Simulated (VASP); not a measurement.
Band structure of ZrSe (relaxed from the CsCl type structure, space group Pm-3m). Calculation: PBEsol GGA, VASP's PBE PAW potentials (set 64) (plane waves; VASP 6.6.1).

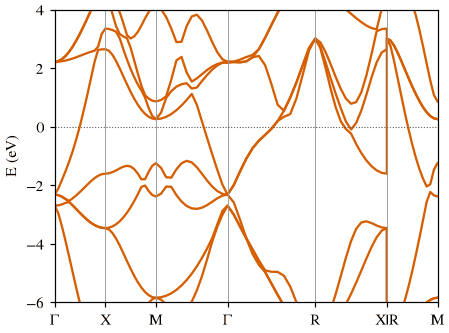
Figure: Bands along high-symmetry lines, zero at the valence-band maximum or, without a gap, the Fermi level

Q: Read the plot: is there a gap, and where are the band edges?

A: It has no gap at this level: it comes out as a metal or semimetal. (Edges off the drawn lines would not show.)

The structure was generated: ZrSe was put into the CsCl type type (Pm-3m), which need not be its known phase. It was relaxed first, which changed the volume by -35 %.
